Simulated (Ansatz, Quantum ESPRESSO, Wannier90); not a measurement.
# Ballistic channels from Wannier functions: armchair graphene ribbon, 5 dimer lines, part 4 of 6

How many channels does the wire offer, and does a small Wannier basis get them right? The wire: armchair graphene ribbon, 5 dimer lines.

Quantum ESPRESSO 7.5 and Wannier90 3.1.0; plane-wave DFT, PBE, GBRV ultrasoft pseudopotentials; cross-check by Ansatz 0.2.0 with PAW datasets.

So far. Step 2 (SCF with pw.x): The run needed 16 iterations to bring the estimated error under 1e-07 Ry; the largest force on any atom, held or free, is 2.28 eV/Å.

## 6. Wannier functions and transport

Level of this step: maximally localised Wannier functions and ballistic conductance; plane-wave DFT, PBE, GBRV ultrasoft pseudopotentials (Wannier90).

After disentangling and localising, transport_mode = bulk builds principal layers from hoppings within dist_cutoff and counts open channels.

wan.win reads:

```
num_wann = 10
num_bands = 38
num_iter = 200
num_print_cycles = 20
conv_tol = 1e-8
conv_window = 5
guiding_centres = true
dis_num_iter = 1500
dis_conv_tol = 1e-8
dis_win_min = -10.9982
dis_win_max = 10.0018
dis_froz_max = -1.1982
dis_froz_min = -3.9982
search_shells = 120
fermi_energy = -1.9982

transport = true
transport_mode = bulk
one_dim_axis = z
dist_cutoff = 16.94
dist_cutoff_mode = one_dim
tran_win_min = -4.0
tran_win_max = 2.0
tran_energy_step = 0.02

bands_plot = true
bands_num_points = 96
begin kpoint_path
G 0.0 0.0 0.0 Z 0.0 0.0 0.5
end kpoint_path

begin projections
C:py
end projections

begin unit_cell_cart
ang
  14.8069596737 0.0000000000 0.0000000000
  0.0000000000 9.0000000000 0.0000000000
  0.0000000000 0.0000000000 4.2600000000
end unit_cell_cart

begin atoms_frac
  C  -0.0830525710 0.0000000000 0.0000000000
  C  0.0830525710 0.0000000000 0.0000000000
  H  -0.2298567640 0.0000000000 0.0387323944
  H  0.2298567640 0.0000000000 0.0387323944
  C  -0.1661051430 0.0000000000 0.1666666667
  C  0.0000000000 0.0000000000 0.1666666667
  C  0.1661051430 0.0000000000 0.1666666667
  C  -0.1661051430 0.0000000000 0.5000000000
  C  0.0000000000 0.0000000000 0.5000000000
  C  0.1661051430 0.0000000000 0.5000000000
  H  -0.2298567640 0.0000000000 0.6279342723
  H  0.2298567640 0.0000000000 0.6279342723
  C  -0.0830525710 0.0000000000 0.6666666667
  C  0.0830525710 0.0000000000 0.6666666667
end atoms_frac

mp_grid = 1 1 8
begin kpoints
  0.0 0.0 0.0000000000
  0.0 0.0 0.1250000000
  0.0 0.0 0.2500000000
  0.0 0.0 0.3750000000
  0.0 0.0 0.5000000000
  0.0 0.0 0.6250000000
  0.0 0.0 0.7500000000
  0.0 0.0 0.8750000000
end kpoints
```

Started as:

```console
$ OMP_NUM_THREADS=1 wannier90.x wan > wan.run.log
```

Output:

```text
[banner, memory and clock lines left out]
+---------------------------------------------------+
             |                                                   |
             |                   WANNIER90                       |
             |                                                   |
             +---------------------------------------------------+
             |                                                   |
             |        Welcome to the Maximally-Localized         |
             |        Generalized Wannier Functions code         |
             |                             |
             |                                                   |
             |                                                   |
             |  Wannier90 Developer Group:                       |
             |    Giovanni Pizzi    (EPFL)                       |
             |    Valerio Vitale    (Cambridge)                  |
             |    David Vanderbilt  (Rutgers University)         |
             |    Nicola Marzari    (EPFL)                       |
             |    Ivo Souza         (Universidad del Pais Vasco) |
             |    Arash A. Mostofi  (Imperial College London)    |
             |    Jonathan R. Yates (University of Oxford)       |
             |                                                   |
             |  For the full list of Wannier90 3.x authors,      |
             |  please check the code documentation and the      |
             |  README on the GitHub page of the code            |
             |                                                   |
             |                                                   |
             |                                                   |
             |  [ref] "Wannier90 as a community code:            |
             |        new features and applications",            |
             |        165902 (2020).                             |
             |            |
             |                                                   |
             |  in any publications arising from the use of      |
             |                                                   |
             |  [ref] "Maximally Localized Generalised Wannier   |
             |         Functions for Composite Energy Bands"     |
             |         N. Marzari and D. Vanderbilt              |
             |         Phys. Rev. B 56 12847 (1997)              |
             |                                                   |
             |  [ref] "Maximally Localized Wannier Functions     |
             |         for Entangled Energy Bands"               |
             |         I. Souza, N. Marzari and D. Vanderbilt    |
             |         Phys. Rev. B 65 035109 (2001)             |
             |                                                   |
             |                                                   |
             | Copyright (c) 1996-2020                           |
             |        The Wannier90 Developer Group and          |
             |        individual contributors                    |
             |                                                   |
             |      Release: 3.1.0        5th March    2020      |
             |                                                   |
             | This program is free software; you can            |
             | redistribute it and/or modify it under the terms  |
             | of the GNU General Public License as published by |
             | the Free Software Foundation; either version 2 of |
             | the License, or (at your option) any later version|
             |                                                   |
             | This program is distributed in the hope that it   |
             | will be useful, but WITHOUT ANY WARRANTY; without |
             | even the implied warranty of MERCHANTABILITY or   |
             | FITNESS FOR A PARTICULAR PURPOSE. See the GNU     |
             | General Public License for more details.          |
             |                                                   |
             | You should have received a copy of the GNU General|
             | Public License along with this program; if not,   |
             | write to the Free Software Foundation, Inc.,      |
             | 675 Mass Ave, Cambridge, MA 02139, USA.           |
             |                                                   |
             +---------------------------------------------------+
[date or host left out]
             +---------------------------------------------------+

 ******************************************************************************
 * -> Using CODATA 2006 constant values                                       *
 *    (                      *
 * -> Using Bohr value from CODATA                                            *
 ******************************************************************************

 Running in serial (with parallel executable)

                                    ------
                                    SYSTEM
                                    ------

                              Lattice Vectors (Ang)
                    a_1    14.806960   0.000000   0.000000
                    a_2     0.000000   9.000000   0.000000
                    a_3     0.000000   0.000000   4.260000

                   Unit Cell Volume:     567.69883  (Ang^3)

                        Reciprocal-Space Vectors (Ang^-1)
                    b_1     0.424340   0.000000   0.000000
                    b_2     0.000000   0.698132   0.000000
                    b_3     0.000000   0.000000   1.474926

 *----------------------------------------------------------------------------*
 |   Site       Fractional Coordinate          Cartesian Coordinate (Ang)     |
 +----------------------------------------------------------------------------+
 | C    1  -0.08305   0.00000   0.00000   |   -1.22976   0.00000   0.00000    |
 | C    2   0.08305   0.00000   0.00000   |    1.22976   0.00000   0.00000    |
 | C    3  -0.16611   0.00000   0.16667   |   -2.45951   0.00000   0.71000    |
 | C    4   0.00000   0.00000   0.16667   |    0.00000   0.00000   0.71000    |
 | C    5   0.16611   0.00000   0.16667   |    2.45951   0.00000   0.71000    |
 | C    6  -0.16611   0.00000   0.50000   |   -2.45951   0.00000   2.13000    |
 | C    7   0.00000   0.00000   0.50000   |    0.00000   0.00000   2.13000    |
 | C    8   0.16611   0.00000   0.50000   |    2.45951   0.00000   2.13000    |
 | C    9  -0.08305   0.00000   0.66667   |   -1.22976   0.00000   2.84000    |
[...]
Sum of centres and spreads (  0.010389,  1.415595, 14.263133 )    25.03215461

     20    -0.219E+00     1.6754218590       25.0321546079       5.70  <-- CONV
        O_D=      0.1670294 O_OD=      4.7145358 O_TOT=     25.0321546 <-- SPRD
 Delta: O_D=  0.9786133E-01 O_OD= -0.3171940E+00 O_TOT= -0.2193326E+00 <-- DLTA
 Cycle:     40
[...]
Sum of centres and spreads (  0.010318,  3.192805, 14.266132 )    23.01654217

     40    -0.505E-03     0.1026560897       23.0165421712       5.72  <-- CONV
        O_D=      0.0736349 O_OD=      2.7923179 O_TOT=     23.0165422 <-- SPRD
 Delta: O_D=  0.2585416E-03 O_OD= -0.7633311E-03 O_TOT= -0.5047895E-03 <-- DLTA
 Cycle:     60
[...]
Sum of centres and spreads (  0.010206,  3.198042, 14.264348 )    23.01506435

     60    -0.408E-05     0.0084186147       23.0150643463       5.74  <-- CONV
        O_D=      0.0745206 O_OD=      2.7899543 O_TOT=     23.0150643 <-- SPRD
 Delta: O_D=  0.1373516E-04 O_OD= -0.1781549E-04 O_TOT= -0.4080330E-05 <-- DLTA
 Cycle:     80
[...]
Sum of centres and spreads (  0.010135,  3.198057, 14.264120 )    23.01504716

     80    -0.835E-07     0.0011478919       23.0150471577       5.77  <-- CONV
        O_D=      0.0745605 O_OD=      2.7898972 O_TOT=     23.0150472 <-- SPRD
 Delta: O_D=  0.1418437E-05 O_OD= -0.1501939E-05 O_TOT= -0.8350137E-07 <-- DLTA
 Cycle:    100
[...]
Sum of centres and spreads (  0.010064,  3.198043, 14.264116 )    23.01504619

    100    -0.436E-07     0.0008979436       23.0150461950       5.80  <-- CONV
        O_D=      0.0745488 O_OD=      2.7899080 O_TOT=     23.0150462 <-- SPRD
 Delta: O_D=  0.1699023E-05 O_OD= -0.1742616E-05 O_TOT= -0.4359289E-07 <-- DLTA

 Writing checkpoint file wan.chk... done

 Cycle:    120
[...]
Sum of centres and spreads (  0.009989,  3.198044, 14.264114 )    23.01504538

    120    -0.390E-07     0.0007565201       23.0150453803       5.82  <-- CONV
        O_D=      0.0745487 O_OD=      2.7899072 O_TOT=     23.0150454 <-- SPRD
 Delta: O_D=  0.3416898E-05 O_OD= -0.3455927E-05 O_TOT= -0.3902810E-07 <-- DLTA
 Cycle:    140
[...]
Sum of centres and spreads (  0.009903,  3.198060, 14.264098 )    23.01504447

    140    -0.489E-07     0.0008146978       23.0150444690       5.84  <-- CONV
        O_D=      0.0745561 O_OD=      2.7898989 O_TOT=     23.0150445 <-- SPRD
 Delta: O_D=  0.2826469E-05 O_OD= -0.2875381E-05 O_TOT= -0.4891185E-07 <-- DLTA
 Cycle:    160
[...]
Sum of centres and spreads (  0.009825,  3.198040, 14.264113 )    23.01504350

    160    -0.528E-07     0.0009698337       23.0150434978       5.88  <-- CONV
        O_D=      0.0745490 O_OD=      2.7899051 O_TOT=     23.0150435 <-- SPRD
 Delta: O_D= -0.4625883E-06 O_OD=  0.4097582E-06 O_TOT= -0.5283009E-07 <-- DLTA
 Cycle:    180
[...]
Sum of centres and spreads (  0.009743,  3.198042, 14.264112 )    23.01504250

    180    -0.491E-07     0.0008533131       23.0150425049       5.90  <-- CONV
        O_D=      0.0745491 O_OD=      2.7899040 O_TOT=     23.0150425 <-- SPRD
 Delta: O_D=  0.3439466E-05 O_OD= -0.3488564E-05 O_TOT= -0.4909860E-07 <-- DLTA
 Cycle:    200
[...]
Sum of centres and spreads (  0.009650,  3.198064, 14.264092 )    23.01504140

    200    -0.582E-07     0.0008978066       23.0150413962       5.92  <-- CONV
        O_D=      0.0745556 O_OD=      2.7898963 O_TOT=     23.0150414 <-- SPRD
 Delta: O_D=  0.2880546E-05 O_OD= -0.2938762E-05 O_TOT= -0.5821624E-07 <-- DLTA

 Writing checkpoint file wan.chk... done

 Final State
[...]
WF centre and spread    3  ( -2.466729, -0.000610,  0.644429 )     1.45508268
  WF centre and spread    4  (  0.003930, -0.010491,  0.514220 )     2.67061291
  WF centre and spread    5  (  2.466684, -0.000655,  0.644328 )     1.45473223
  WF centre and spread    6  ( -2.461176, -0.000825,  2.195387 )     1.40697633
  WF centre and spread    7  (  0.010280,  3.236935,  3.551124 )     6.19221889
  WF centre and spread    8  (  2.461131, -0.000879,  2.195493 )     1.40670168
  WF centre and spread    9  ( -0.701182, -0.005465,  2.581536 )     1.82789847
  WF centre and spread   10  (  0.694705, -0.005457,  2.576154 )     1.83508726
  Sum of centres and spreads (  0.009650,  3.198064, 14.264092 )    23.01504140

         Spreads (Ang^2)       Omega I      =    20.150589456
        ================       Omega D      =     0.074555623
                               Omega OD     =     2.789896318
    Final Spread (Ang^2)       Omega Total  =    23.015041396
 Time for wannierise            0.222 (sec)

 Writing checkpoint file wan.chk... done

 *---------------------------------------------------------------------------*
 |                               PLOTTING                                    |
 *---------------------------------------------------------------------------*

 Translated centres
    translation centre in fractional coordinate:  0.000000  0.000000  0.333333
  WF centre     1  ( -1.085986, -0.007178, -0.315233 )
  WF centre     2  (  1.087992, -0.007311, -0.323347 )
  WF centre     3  ( -2.466729, -0.000610,  0.644429 )
  WF centre     4  (  0.003930, -0.010491,  0.514220 )
  WF centre     5  (  2.466684, -0.000655,  0.644328 )
  WF centre     6  ( -2.461176, -0.000825,  2.195387 )
  WF centre     7  (  0.010280,  3.236935, -0.708876 )
  WF centre     8  (  2.461131, -0.000879,  2.195493 )
  WF centre     9  ( -0.701182, -0.005465,  2.581536 )
  WF centre    10  (  0.694705, -0.005457,  2.576154 )

 Calculating interpolated band-structure

 Time to calculate interpolated band structure       0.015 (sec)

 Time for plotting              0.019 (sec)

 *---------------------------------------------------------------------------*
 |                              TRANSPORT                                    |
 *---------------------------------------------------------------------------*

 Calculation of Quantum Conductance and DoS: bulk mode

 Maximum imaginary part of the real-space Hamiltonian:     0.008839

     Maximum real part of the real-space Hamiltonian at each lattice point
            Lattice point R           Max |H_ij(R)|
                  -5                     0.000000
                  -4                     0.013265
                  -3                     0.021759
                  -2                     0.106612
                  -1                     2.248281
                   0                     3.236825
                   1                     2.248281
                   2                     0.106612
                   3                     0.021759
                   4                     0.013265
                   5                     0.000000

 Number of unit cells inside the principal layer:     4
 Number of Wannier Functions inside the principal layer:    40

 Calculating quantum conductance and density of states... done

 Time for transport             2.271 (sec)
 Total Execution Time           7.628 (sec)

 *===========================================================================*
 |                             TIMING INFORMATION                            |
 *===========================================================================*
 |    Tag                                                Ncalls      Time (s)|
 |---------------------------------------------------------------------------|
 |kmesh: get                                        :         1         0.018|
 |overlap: allocate                                 :         1         0.000|
 |overlap: read                                     :         1         0.075|
 |dis: main                                         :         1         5.016|
 |wann: main                                        :         1         0.222|
 |plot: main                                        :         1         0.019|
 |tran: main                                        :         1         2.271|
 *---------------------------------------------------------------------------*

 All done: wannier90 exiting
[key lines of the parts left out:]
|  Fermi energy (eV)                         :            -1.998             |
```

It took 9.1 s on 1 MPI rank of Arm Neoverse N1, shared host; peak memory 0.08 GiB.

Numbers from this step:

```
lead channels at the Fermi level, one spin                                        : 3.34e-6
total spread                                                                      : 23.02 Å²
gauge-invariant spread                                                            : 20.15 Å²
largest misfit to plane-wave levels between mesh points, inside the frozen window : 0.006071 eV
```

Per spin. The quantum conductance of the perfect wire, open channels by energy, zero at the Fermi level:

```
energy (eV)  quantum conductance of the perfect wire, open channels
     -4.000                                                       2
     -3.500                                                       2
     -3.000                                                       2
     -2.500                                                    3.00
     -2.000                                                       2
     -1.500                                                       1
     -1.020                                                       1
     -0.500                                                       1
      0.000                                                  3.3e-6
      0.500                                                       1
      1.000                                                       1
      1.500                                                       2
      2.000                                                       3
```

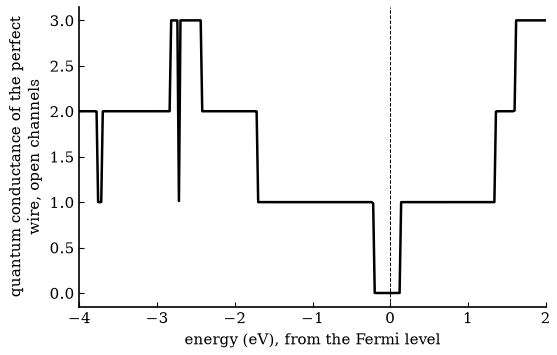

Quantum conductance of the perfect wire, open channels, plotted against energy.

Wannier functions:

```
no.    x (Å)      y (Å)    z (Å)  spread (Å²)
  1   -1.086  -0.007178  -0.3152        2.374
  2    1.088  -0.007311  -0.3233        2.392
  3   -2.467   -6.10e-4   0.6444        1.455
  4  0.00393   -0.01049   0.5142        2.671
  5    2.467   -6.55e-4   0.6443        1.455
  6   -2.461   -8.25e-4    2.195        1.407
  7  0.01028      3.237    3.551        6.192
  8    2.461   -8.79e-4    2.195        1.407
  9  -0.7012  -0.005465    2.582        1.828
 10   0.6947  -0.005457    2.576        1.835
```

Electronic bands along the path, in eV, zero at the Fermi level; v1 is the highest filled band, c1 the lowest empty one:

```
point     v4     v3     v2     v1    c1    c2    c3    c4
    Γ  -5.30  -2.83  -1.71  -0.22  0.13  1.37  2.90  3.64
    Z  -5.31  -3.78  -3.71  -2.42  1.61  3.38  3.48  4.77
```

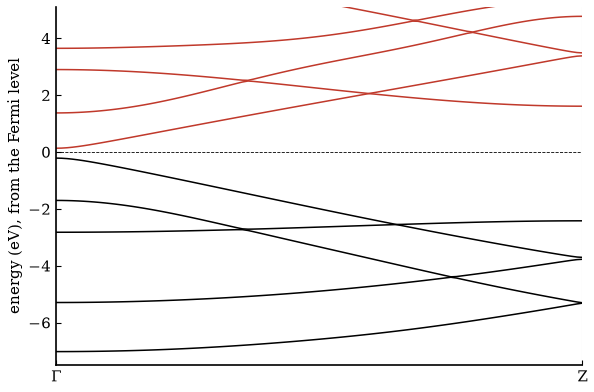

Electronic bands along the path; lines of filled and empty bands in two colours.

Bands and channels are those of the Wannier model: bands that were not projected, and all outside the frozen window, are missing or only approximate.

Disentanglement stopped at its cap on iterations, so these spreads are not final.

At least 1 of the functions sits far from every atom, off the bonds: the outer window has let in states of the vacuum, so the basis is not the atomic one that was projected.

## 7. Neighbour list from wannier90 -pp, with dist_cutoff = 9.37

How much does a setting matter? One run is repeated with a change.

wan_w.win is the input of step 6 with these lines changed:

```diff
@@ -19,3 +19,3 @@
 one_dim_axis = z
-dist_cutoff = 16.94
+dist_cutoff = 9.37
 dist_cutoff_mode = one_dim
```

Started as:

```console
$ OMP_NUM_THREADS=1 wannier90.x -pp wan_w > wan_w.pp.log
```

Elapsed: 0.53 s, on 1 MPI rank; peak memory 0.09 GiB.

## 8. Overlaps and projections

The same post-processing, on the changed run.

wan_w.p2w.in reads:

```
&inputpp
  prefix = 'nscf'
  outdir = './out'
  seedname = 'wan_w'
  write_mmn = .true.
  write_amn = .true.
  write_unk = .false.
/
```

Started as:

```console
$ OMP_NUM_THREADS=1 mpirun -n 2 pw2wannier90.x -in wan_w.p2w.in > wan_w.p2w.out
```

Elapsed: 19 s, on 2 MPI ranks; peak memory 0.16 GiB.

(Part 4 of 6 ends here.)

[Logs are printed without paths, hosts, clocks, repeated set-up lines and the standing remarks that a program may print on its own settings, such as how far it seeks lower states.]

[Hosts, paths, dates, database ids (printed as entryN), source tags and the programs' standing remarks are cut or masked in the printed files.]

[Maps of the electrostatic potential energy from Ansatz leave out the sawtooth potential of an applied field or a dipole correction, so their vacuum need not be flat; planar profiles and work functions include it.]
